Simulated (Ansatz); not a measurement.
**ZnBrCl + H2: a complex and its separated parts**

Aim: how far the complex at one end of a reaction step lies below its separated, relaxed parts, level by level.

Program: Ansatz 0.2.0, Gaussian basis. Level of theory: PBE0-D4/def2-TZVP structures, single points in def2-TZVPP, no counterpoise correction. These are calculated values, not measurements.

Levels: SPW92, PBE-D4, BLYP-D4, r2SCAN-D4, B97M-V, PBE0-D4, B3LYP-D4, r2SCAN0-D4, BHLYP-D4, CAM-B3LYP-D4, wB97X-V, wB97M-V, B2PLYP, PBE-QIDH, RPA on PBE, Hartree-Fock, MP2, CCSD, CCSD(T).

Cores are frozen in the correlated methods. The 3s and 3p shells of Cu and Zn are frozen; filled d shells are correlated. B3LYP uses VWN-RPA correlation. B2PLYP carries no dispersion term here.

94 further runs of the same task are left out: 94 set aside as unsound or not needed.

## (1) The starting structure

The complex: 5 atoms, charge 0, spin multiplicity 1.

Atoms are counted from 1 here; the program's logs count them from 0.

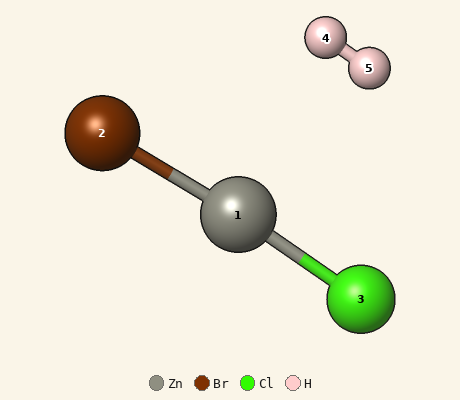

The starting geometry (zinc grey, bromine brown, chlorine green, hydrogen pink); atoms are numbered from 1 in the order of the file.

Coordinates:

```csv
atom,x (Å),y (Å),z (Å)
Zn1,-0.64930,-0.75680,-0.36920
Br2,0.83530,-1.40017,-1.89684
Cl3,-2.12935,-0.24947,1.01978
H4,1.23840,1.11423,0.37523
H5,0.70495,1.29221,0.87102
```

Its parts: ZnBrCl holds atoms 1, 2, 3; H2 holds atoms 4, 5. Each part counts its atoms afresh in its own runs.

## (2) Relaxing ZnBrCl alone

relax-a/in.yaml reads:

```yaml
crystal:
  periodic: [false, false, false]
  atoms:
    - {symbol: Zn, position_ang: [-0.649303, -0.756799, -0.369199]}
    - {symbol: Br, position_ang: [0.835305, -1.400174, -1.896837]}
    - {symbol: Cl, position_ang: [-2.129348, -0.249474, 1.019780]}
basis:
  gaussian: {orbitals: def2-TZVP}
hamiltonian: {xc: pbe0, dispersion: d4}
relax: {f_tol: 0.005, max_steps: 200}
```

The run is started by

```sh
ansatz run in.yaml --threads 4 --pin off --events-out ev --progress --plain --max-ram 9574MiB
```

What it wrote (excerpt; [...] marks lines left out):

```text
Functional definition: PBE0
  name "PBE0"
  cite "Adamo & Barone, J. Chem. Phys. 110, 6158 (1999) doi:10.1063/1.478522"
  cite "Perdew, Burke & Ernzerhof, Phys. Rev. Lett. 77, 3865 (1996) doi:10.1103/PhysRevLett.77.3865"
  parent pbe
[...]
1022 factors; integrals over basis functions are off by at most 2.3e-4 eV
[...]
mean field -130973.43419078 eV, -4813.1849295288 hartree, gradient 4.3e-5 eV, S^2 0.000000; 0 other end points of the search recorded, 0 dependent functions left out
[...]
reference -130973.43421789 eV, -4813.1849305254 hartree; 41, 41 occupied and 92, 92 virtual orbitals, 1022 factors
[...]
1022 factors; integrals over basis functions are off by at most 2.3e-4 eV
mean field -130973.43749651 eV, -4813.1850510124 hartree, gradient 6.5e-5 eV, S^2 0.000000; 1 other end points of the search recorded, 0 dependent functions left out
[...]
reference -130973.43752361 eV, -4813.1850520082 hartree; 41, 41 occupied and 92, 92 virtual orbitals, 1022 factors
Total energy: -130973.49731480 eV, -4813.1872492939 hartree
Atom 0 at    -0.678229    -0.790329    -0.385463 Å, force     0.000034     0.000011    -0.000010 eV/Å
Atom 1 at     0.846909    -1.383024    -1.886616 Å, force     0.000222    -0.000098    -0.000230 eV/Å
Atom 2 at    -2.112027    -0.233094     1.025823 Å, force    -0.000256     0.000087     0.000240 eV/Å
Dipole moment:     0.042307    -0.016454    -0.041654 e Å
```

Wall time 8 s (4 threads of Arm Neoverse V2, shared host).

Step by step:

```csv
step,energy from step 1 (eV),largest force component (eV/Å)
1,0.0000,0.0764
2,-0.0023,0.0356
3,-0.0034,0.0050
4,-0.0034,0.0003
```

Close pairs (by a distance rule), those that changed most:

```csv
bond,before (Å),after (Å),change (Å)
Zn1–Br2,2.225,2.221,-0.005
Zn1–Cl3,2.092,2.088,-0.005
```

## (3) Relaxing H2 alone

relax-b/in.yaml reads:

```yaml
crystal:
  periodic: [false, false, false]
  atoms:
    - {symbol: H, position_ang: [1.238397, 1.114234, 0.375231]}
    - {symbol: H, position_ang: [0.704948, 1.292211, 0.871024]}
basis:
  gaussian: {orbitals: def2-TZVP}
hamiltonian: {xc: pbe0, dispersion: d4}
relax: {f_tol: 0.005, max_steps: 200}
```

The run is started by

```sh
ansatz run in.yaml --threads 4 --pin off --events-out ev --progress --plain --max-ram 9574MiB
```

What it wrote (excerpt; [...] marks lines left out):

```text
[... 5 set-up lines as earlier in the session ...]
[...]
88 factors; their error is unknown
[...]
mean field -31.78842103 eV, -1.1682029258 hartree, gradient 1.7e-5 eV, S^2 0.000000; 0 other end points of the search recorded, 0 dependent functions left out
[...]
reference -31.78866852 eV, -1.1682120208 hartree; 1, 1 occupied and 11, 11 virtual orbitals, 88 factors
Total energy: -31.79027508 eV, -1.1682710609 hartree
Atom 0 at     1.237145     1.114652     0.376394 Å, force    -0.001748     0.000583     0.001625 eV/Å
Atom 1 at     0.706200     1.291793     0.869861 Å, force     0.001748    -0.000583    -0.001625 eV/Å
Dipole moment:     0.000000    -0.000000    -0.000000 e Å
```

Wall time 0.1 s (4 threads of Arm Neoverse V2, shared host).

Along the way:

```csv
step,energy from step 1 (eV),largest force component (eV/Å)
1,0.0000,0.0911
2,-0.0002,0.0017
```

The bond:

```csv
bond,before (Å),after (Å),change (Å)
H1–H2,0.750,0.746,-0.004
```

## (4) SPW92/def2-TZVPP

parta/in.yaml reads:

```yaml
crystal:
  periodic: [false, false, false]
  atoms:
    - {symbol: Zn, position_ang: [-0.678229, -0.790329, -0.385463]}
    - {symbol: Br, position_ang: [0.846909, -1.383024, -1.886616]}
    - {symbol: Cl, position_ang: [-2.112027, -0.233094, 1.025823]}
basis:
  gaussian: {orbitals: def2-TZVPP}
hamiltonian: {xc: lda}
```

partb/in.yaml reads:

```yaml
crystal:
  periodic: [false, false, false]
  atoms:
    - {symbol: H, position_ang: [1.237145, 1.114652, 0.376394]}
    - {symbol: H, position_ang: [0.706200, 1.291793, 0.869861]}
basis:
  gaussian: {orbitals: def2-TZVPP}
hamiltonian: {xc: lda}
```

The same command starts each run, in its folder.

The run is started by

```sh
ansatz run in.yaml --threads 4 --pin off --events-out ev --progress --plain --max-ram 9574MiB
```

Output in parta (excerpt; [...] marks lines left out):

```text
Functional definition: SPW92
  name "SPW92"
  cite "Dirac, Proc. Camb. Phil. Soc. 26, 376 (1930) doi:10.1017/S0305004100016108"
  cite "Slater, Phys. Rev. 81, 385 (1951) doi:10.1103/PhysRev.81.385"
  cite "Perdew & Wang, Phys. Rev. B 45, 13244 (1992) doi:10.1103/PhysRevB.45.13244"
[...]
1169 factors; their error is unknown
[...]
mean field -130776.43682087 eV, -4805.9454097144 hartree, gradient 6.3e-5 eV, S^2 0.000000; 0 other end points of the search recorded, 0 dependent functions left out
reference -130776.43685482 eV, -4805.9454109621 hartree; 41, 41 occupied and 113, 113 virtual orbitals, 1169 factors
Total energy: -130776.43685482 eV, -4805.9454109621 hartree
```

Output in partb (excerpt; [...] marks lines left out):

```text
[... 5 set-up lines as earlier in the session ...]
[...]
118 factors; their error is unknown
[...]
mean field -30.93531045 eV, -1.1368516902 hartree, gradient 4.4e-5 eV, S^2 0.000000; 0 other end points of the search recorded, 0 dependent functions left out
reference -30.93533113 eV, -1.1368524502 hartree; 1, 1 occupied and 27, 27 virtual orbitals, 118 factors
Total energy: -30.93533113 eV, -1.1368524502 hartree
```

Wall times: 0.55 s (parta), 0.05 s (partb) on 4 threads of Arm Neoverse V2, shared host.

## (5) PBE-D4/def2-TZVPP

Each input of step 4 (parta, partb) changes in the same lines:

```diff
-hamiltonian: {xc: lda}
+hamiltonian: {xc: pbe, dispersion: d4}
```

The same command starts each run, in its folder.

The run is started by

```sh
ansatz run in.yaml --threads 4 --pin off --events-out ev --progress --plain --max-ram 9574MiB
```

parta printed (excerpt; [...] marks lines left out):

```text
Functional definition: PBE
  name "PBE"
[... 2 set-up lines as earlier in the session ...]
[...]
1169 factors; their error is unknown
[...]
mean field -130969.44142718 eV, -4813.0381981732 hartree, gradient 8.3e-5 eV, S^2 0.000000; 0 other end points of the search recorded, 0 dependent functions left out
reference -130969.44146346 eV, -4813.0381995061 hartree; 41, 41 occupied and 113, 113 virtual orbitals, 1169 factors
Total energy: -130969.51059416 eV, -4813.0407400126 hartree
```

Log of partb (excerpt; [...] marks lines left out):

```text
[... 4 set-up lines as earlier in the session ...]
[...]
118 factors; their error is unknown
[...]
mean field -31.73222539 eV, -1.1661377744 hartree, gradient 3.1e-5 eV, S^2 0.000000; 0 other end points of the search recorded, 0 dependent functions left out
reference -31.73224707 eV, -1.1661385710 hartree; 1, 1 occupied and 27, 27 virtual orbitals, 118 factors
Total energy: -31.73426630 eV, -1.1662127764 hartree
```

Wall times: 0.75 s (parta), 0.1 s (partb) on 4 threads of Arm Neoverse V2, shared host.

## (6) BLYP-D4/def2-TZVPP

The same edit goes into each in.yaml of step 5 (parta, partb):

```diff
-hamiltonian: {xc: pbe, dispersion: d4}
+hamiltonian: {xc: {name: BLYP}, dispersion: d4}
```

The same command starts each run, in its folder.

The run is started by

```sh
ansatz run in.yaml --threads 4 --pin off --events-out ev --progress --plain --max-ram 9574MiB
```

Log of parta (excerpt; [...] marks lines left out):

```text
Functional definition: BLYP
  name "BLYP"
  cite "Becke, Phys. Rev. A 38, 3098 (1988) doi:10.1103/PhysRevA.38.3098"
  cite "Lee, Yang & Parr, Phys. Rev. B 37, 785 (1988) doi:10.1103/PhysRevB.37.785"
[...]
1169 factors; their error is unknown
[...]
mean field -130995.28456649 eV, -4813.9879160255 hartree, gradient 7.3e-5 eV, S^2 0.000000; 0 other end points of the search recorded, 0 dependent functions left out
reference -130995.28486293 eV, -4813.9879269197 hartree; 41, 41 occupied and 113, 113 virtual orbitals, 1169 factors
Total energy: -130995.42905235 eV, -4813.9932257831 hartree
```

Log of partb (excerpt; [...] marks lines left out):

```text
[... 4 set-up lines as earlier in the session ...]
[...]
118 factors; their error is unknown
[...]
mean field -31.82604699 eV, -1.1695856544 hartree, gradient 8.3e-5 eV, S^2 0.000000; 0 other end points of the search recorded, 0 dependent functions left out
reference -31.82623942 eV, -1.1695927259 hartree; 1, 1 occupied and 27, 27 virtual orbitals, 118 factors
Total energy: -31.83113733 eV, -1.1697727211 hartree
```

They took 0.95 s (parta), 0.1 s (partb) on 4 threads of Arm Neoverse V2, shared host.

## (7) r2SCAN-D4/def2-TZVPP

Each input of step 6 (parta, partb) changes in the same lines:

```diff
-hamiltonian: {xc: {name: BLYP}, dispersion: d4}
+hamiltonian: {xc: r2scan, dispersion: d4}
```

One command serves all of them, each in its own folder.

The run is started by

```sh
ansatz run in.yaml --threads 4 --pin off --events-out ev --progress --plain --max-ram 9574MiB
```

parta printed (excerpt; [...] marks lines left out):

```text
Functional definition: r2SCAN
  name "r2SCAN"
  cite "Furness, Kaplan, Ning, Perdew & Sun, J. Phys. Chem. Lett. 11, 8208 (2020) doi:10.1021/acs.jpclett.0c02405"
  cite "Furness, Kaplan, Ning, Perdew & Sun, J. Phys. Chem. Lett. 11, 9248 (2020) doi:10.1021/acs.jpclett.0c03077"
  parent r2scan
[...]
1169 factors; their error is unknown
[...]
mean field -130990.81870873 eV, -4813.8237987799 hartree, gradient 7.0e-6 eV, S^2 0.000000; 0 other end points of the search recorded, 0 dependent functions left out
reference -130990.81871942 eV, -4813.8237991728 hartree; 41, 41 occupied and 113, 113 virtual orbitals, 1169 factors
Total energy: -130990.83389333 eV, -4813.8243568037 hartree
```

Output in partb (excerpt; [...] marks lines left out):

```text
[... 5 set-up lines as earlier in the session ...]
[...]
118 factors; their error is unknown
[...]
mean field -31.87204696 eV, -1.1712761222 hartree, gradient 4.1e-5 eV, S^2 0.000000; 0 other end points of the search recorded, 0 dependent functions left out
reference -31.87205358 eV, -1.1712763654 hartree; 1, 1 occupied and 27, 27 virtual orbitals, 118 factors
Total energy: -31.87255496 eV, -1.1712947909 hartree
```

Times: 2 s (parta), 0.25 s (partb) on 4 threads of Arm Neoverse V2, shared host.

## (8) B97M-V/def2-TZVPP

Each input of step 7 (parta, partb) changes in the same lines:

```diff
-hamiltonian: {xc: r2scan, dispersion: d4}
+hamiltonian: {xc: {name: B97M-V}}
```

Each run has its own folder and the same command.

The run is started by

```sh
ansatz run in.yaml --threads 4 --pin off --events-out ev --progress --plain --max-ram 9574MiB
```

Log of parta (excerpt; [...] marks lines left out):

```text
Functional definition: B97M-V
  name "B97M-V"
  cite "Mardirossian & Head-Gordon, J. Chem. Phys. 142, 074111 (2015) doi:10.1063/1.4907719"
  cite "Becke, J. Chem. Phys. 107, 8554 (1997) doi:10.1063/1.475007"
  cite "Vydrov & Van Voorhis, J. Chem. Phys. 133, 244103 (2010) doi:10.1063/1.3521275"
  # Of w^i u^j: cxij and so on, Table III.
[...]
  gx(w, u) = cx00 + cx01*u + cx02*u^2 + (cx10 + cx11*u)*w
[...]
      + integral(e_c_pw_mod_opposite_spin*gos(b97_w_opposite, b97_u_opposite)) + vv10(b, c)
1169 factors; their error is unknown
[...]
mean field -130966.82418068 eV, -4812.9420161382 hartree, gradient 6.7e-5 eV, S^2 0.000000; 0 other end points of the search recorded, 0 dependent functions left out
reference -130966.82423348 eV, -4812.9420180786 hartree; 41, 41 occupied and 113, 113 virtual orbitals, 1169 factors
Total energy: -130966.82423348 eV, -4812.9420180786 hartree
```

Log of partb (excerpt; [...] marks lines left out):

```text
[... 5 set-up lines as earlier in the session ...]
  # Of w^i u^j: cxij and so on, Table III.
[...]
  gx(w, u) = cx00 + cx01*u + cx02*u^2 + (cx10 + cx11*u)*w
  gss(w, u) = css00 + css02*u^2 + css10*w + (css32*w^3 + css42*w^4)*u^2
  gos(w, u) = cos00 + cos01*u + cos03*u^3 + cos10*w + cos32*w^3*u^2
[...]
      + integral(e_c_pw_mod_opposite_spin*gos(b97_w_opposite, b97_u_opposite)) + vv10(b, c)
118 factors; their error is unknown
[...]
mean field -31.90528194 eV, -1.1724974851 hartree, gradient 8.2e-6 eV, S^2 0.000000; 0 other end points of the search recorded, 0 dependent functions left out
reference -31.90531162 eV, -1.1724985759 hartree; 1, 1 occupied and 27, 27 virtual orbitals, 118 factors
Total energy: -31.90531162 eV, -1.1724985759 hartree
```

Wall times: 3.2 s (parta), 0.15 s (partb) on 4 threads of Arm Neoverse V2, shared host.

## (9) PBE0-D4/def2-TZVPP

Each input of step 8 (parta, partb) changes in the same lines:

```diff
-hamiltonian: {xc: {name: B97M-V}}
+hamiltonian: {xc: pbe0, dispersion: d4}
+output: {orbitals: {seedname: orbitals}}
```

Each run has its own folder and the same command.

The run is started by

```sh
ansatz run in.yaml --threads 4 --pin off --events-out ev --progress --plain --max-ram 9574MiB
```

Log of parta (excerpt; [...] marks lines left out):

```text
[... 5 set-up lines as earlier in the session ...]
[...]
1322 factors; their error is unknown
[...]
mean field -130973.44683585 eV, -4813.1853942268 hartree, gradient 2.9e-5 eV, S^2 0.000000; 0 other end points of the search recorded, 0 dependent functions left out
reference -130973.44686295 eV, -4813.1853952226 hartree; 41, 41 occupied and 113, 113 virtual orbitals, 1322 factors
Total energy: -130973.50665415 eV, -4813.1875925086 hartree
```

Log of partb (excerpt; [...] marks lines left out):

```text
[... 5 set-up lines as earlier in the session ...]
[...]
118 factors; their error is unknown
[...]
mean field -31.79610693 eV, -1.1684853774 hartree, gradient 5.5e-5 eV, S^2 0.000000; 0 other end points of the search recorded, 0 dependent functions left out
reference -31.79612292 eV, -1.1684859651 hartree; 1, 1 occupied and 27, 27 virtual orbitals, 118 factors
Total energy: -31.79772948 eV, -1.1685450051 hartree
```

Wall times: 1.4 s (parta), 0.1 s (partb) on 4 threads of Arm Neoverse V2, shared host.

## (10) B3LYP-D4/def2-TZVPP

Each input of step 9 (parta, partb) changes in the same lines:

```diff
-hamiltonian: {xc: pbe0, dispersion: d4}
-output: {orbitals: {seedname: orbitals}}
+hamiltonian: {xc: {name: B3LYP}, dispersion: d4}
```

One command serves all of them, each in its own folder.

The run is started by

```sh
ansatz run in.yaml --threads 4 --pin off --events-out ev --progress --plain --max-ram 9574MiB
```

parta printed (excerpt; [...] marks lines left out):

```text
Functional definition: B3LYP
  name "B3LYP"
  cite "Stephens, Devlin, Chabalowski & Frisch, J. Phys. Chem. 98, 11623 (1994) doi:10.1021/j100096a001"
[... 2 set-up lines as earlier in the session ...]
  cite "Vosko, Wilk & Nusair, Can. J. Phys. 58, 1200 (1980) doi:10.1139/p80-159"
[...]
1290 factors; their error is unknown
[...]
mean field -130994.89906038 eV, -4813.9737489374 hartree, gradient 2.0e-5 eV, S^2 0.000000; 0 other end points of the search recorded, 0 dependent functions left out
reference -130994.89928258 eV, -4813.9737571030 hartree; 41, 41 occupied and 113, 113 virtual orbitals, 1290 factors
Total energy: -130995.01380236 eV, -4813.9779656273 hartree
```

Output in partb (excerpt; [...] marks lines left out):

```text
[... 6 set-up lines as earlier in the session ...]
[...]
118 factors; their error is unknown
[...]
mean field -32.10922518 eV, -1.1799922608 hartree, gradient 4.6e-5 eV, S^2 0.000000; 0 other end points of the search recorded, 0 dependent functions left out
reference -32.10936728 eV, -1.1799974830 hartree; 1, 1 occupied and 27, 27 virtual orbitals, 118 factors
Total energy: -32.11251838 eV, -1.1801132838 hartree
```

They took 1.3 s (parta), 0.1 s (partb) on 4 threads of Arm Neoverse V2, shared host.

## (11) r2SCAN0-D4/def2-TZVPP

The same edit goes into each in.yaml of step 10 (parta, partb):

```diff
-hamiltonian: {xc: {name: B3LYP}, dispersion: d4}
+hamiltonian: {xc: {name: r2SCAN0}, dispersion: d4}
```

Each run has its own folder and the same command.

The run is started by

```sh
ansatz run in.yaml --threads 4 --pin off --events-out ev --progress --plain --max-ram 9574MiB
```

parta printed (excerpt; [...] marks lines left out):

```text
Functional definition: r2SCAN0
  name "r2SCAN0"
  cite "Bursch, Neugebauer, Ehlert & Grimme, J. Chem. Phys. 156, 134105 (2022) doi:10.1063/5.0086040"
[... 3 set-up lines as earlier in the session ...]
[...]
1322 factors; their error is unknown
[...]
mean field -130989.72396818 eV, -4813.7835678067 hartree, gradient 4.1e-5 eV, S^2 0.000000; 0 other end points of the search recorded, 0 dependent functions left out
reference -130989.72397667 eV, -4813.7835681189 hartree; 41, 41 occupied and 113, 113 virtual orbitals, 1322 factors
Total energy: -130989.74342231 eV, -4813.7842827327 hartree
```

Log of partb (excerpt; [...] marks lines left out):

```text
[... 6 set-up lines as earlier in the session ...]
[...]
118 factors; their error is unknown
[...]
mean field -31.85186345 eV, -1.1705343920 hartree, gradient 1.4e-5 eV, S^2 0.000000; 0 other end points of the search recorded, 0 dependent functions left out
reference -31.85186858 eV, -1.1705345804 hartree; 1, 1 occupied and 27, 27 virtual orbitals, 118 factors
Total energy: -31.85240996 eV, -1.1705544756 hartree
```

Times: 2.5 s (parta), 0.25 s (partb) on 4 threads of Arm Neoverse V2, shared host.

## (12) BHLYP-D4/def2-TZVPP

The same edit goes into each in.yaml of step 11 (parta, partb):

```diff
-hamiltonian: {xc: {name: r2SCAN0}, dispersion: d4}
+hamiltonian: {xc: {name: BHLYP}, dispersion: d4}
```

The same command starts each run, in its folder.

The run is started by

```sh
ansatz run in.yaml --threads 4 --pin off --events-out ev --progress --plain --max-ram 9574MiB
```

parta printed (excerpt; [...] marks lines left out):

```text
Functional definition: BHLYP
  name "BHLYP"
  cite "Becke, J. Chem. Phys. 98, 1372 (1993) doi:10.1063/1.464304"
[... 2 set-up lines as earlier in the session ...]
[...]
1439 factors; their error is unknown
[...]
mean field -130991.15068395 eV, -4813.8359986444 hartree, gradient 3.9e-5 eV, S^2 0.000000; 0 other end points of the search recorded, 0 dependent functions left out
reference -130991.15083499 eV, -4813.8360041948 hartree; 41, 41 occupied and 113, 113 virtual orbitals, 1439 factors
Total energy: -130991.26248485 eV, -4813.8401072517 hartree
```

partb printed (excerpt; [...] marks lines left out):

```text
[... 5 set-up lines as earlier in the session ...]
[...]
118 factors; their error is unknown
[...]
mean field -31.83804707 eV, -1.1700266491 hartree, gradient 5.6e-5 eV, S^2 0.000000; 0 other end points of the search recorded, 0 dependent functions left out
reference -31.83814263 eV, -1.1700301610 hartree; 1, 1 occupied and 27, 27 virtual orbitals, 118 factors
Total energy: -31.83988623 eV, -1.1700942371 hartree
```

Times: 1.3 s (parta), 0.1 s (partb) on 4 threads of Arm Neoverse V2, shared host.

## (13) CAM-B3LYP-D4/def2-TZVPP

The same edit goes into each in.yaml of step 12 (parta, partb):

```diff
-hamiltonian: {xc: {name: BHLYP}, dispersion: d4}
+hamiltonian: {xc: {name: CAM-B3LYP}, dispersion: d4}
```

One command serves all of them, each in its own folder.

The run is started by

```sh
ansatz run in.yaml --threads 4 --pin off --events-out ev --progress --plain --max-ram 9574MiB
```

parta printed (excerpt; [...] marks lines left out):

```text
Functional definition: CAM-B3LYP
  name "CAM-B3LYP"
  cite "Yanai, Tew & Handy, Chem. Phys. Lett. 393, 51 (2004) doi:10.1016/j.cplett.2004.06.011"
  cite "Iikura, Tsuneda, Yanai & Hirao, J. Chem. Phys. 115, 3540 (2001) doi:10.1063/1.1383587"
[... 2 set-up lines as earlier in the session ...]
[...]
1272 factors; their error is unknown
171 factors; integrals over basis functions are off by at most 6.5e-5 eV
[...]
mean field -130999.27302285 eV, -4814.1344890932 hartree, gradient 5.1e-5 eV, S^2 0.000000; 0 other end points of the search recorded, 0 dependent functions left out
reference -130999.27313127 eV, -4814.1344930775 hartree; 41, 41 occupied and 113, 113 virtual orbitals, 1272 factors
Total energy: -130999.33674357 eV, -4814.1368307867 hartree
```

Log of partb (excerpt; [...] marks lines left out):

```text
[... 6 set-up lines as earlier in the session ...]
[...]
  # Exact exchange under (alpha + beta erf(omega r))/r, Becke's under what is left of 1/r.
[...]
118 factors; their error is unknown
42 factors; integrals over basis functions are off by at most 6.3e-5 eV
[...]
mean field -31.88030362 eV, -1.1715795486 hartree, gradient 6.4e-5 eV, S^2 0.000000; 0 other end points of the search recorded, 0 dependent functions left out
reference -31.88037356 eV, -1.1715821189 hartree; 1, 1 occupied and 27, 27 virtual orbitals, 118 factors
Total energy: -31.88188696 eV, -1.1716377355 hartree
```

They took 1.4 s (parta), 0.1 s (partb) on 4 threads of Arm Neoverse V2, shared host.

[end of part 1 of 2]
